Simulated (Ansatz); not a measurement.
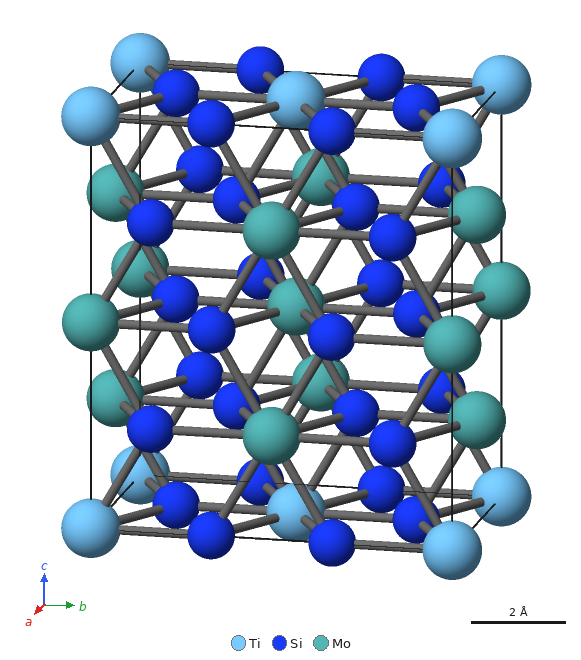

This ball-and-stick model is shown slightly off an axis. The lines enclose the conventional unit cell; boundary atoms appear with their images.

TiSi$_{8}$Mo$_{3}$, space group Cmmm (No. 65), a = 4.567 Å, b = 7.928 Å, c = 9.100 Å, α = 90.00°, β = 90.00°, γ = 90.00°. Provenance: a structure type filled with these elements by a generator (whether the compound takes this form wasn't checked). Earlier steps of the study, as a rule a relaxation of our own, may have changed the cell and positions, so they can lie some per cent off the listed ones. It was run through Ansatz as a DFT input.

This one geometry was computed with Ansatz (DFT, plane waves, PAW) at three levels of theory: PBEsol, r2SCAN and PBE.

Which level gives the highest pressure at this volume, and what does that say about its equilibrium volume?

Answer. Highest: PBE (0.0 GPa), which points to the largest equilibrium volume. Lowest, with the smallest volume: PBEsol (-4.6 GPa). Levels within 0.5 GPa of each other can't be told apart.

How does the band gap change with the level of theory?

Answer. All levels give a metal.

Collect the results in a table.

Answer.
| level | cutoff (eV) | k-mesh of the run's cell | gap (eV) | pressure (GPa) |
| --- | --- | --- | --- | --- |
| PBEsol | 420 | 10×10×4 | metal | -4.6 |
| r2SCAN | 500 | 10×10×4 | metal | -3.3 |
| PBE | 420 | 10×10×4 | metal | 0.0 |

Gaps are taken on the k-mesh or band path of each run.
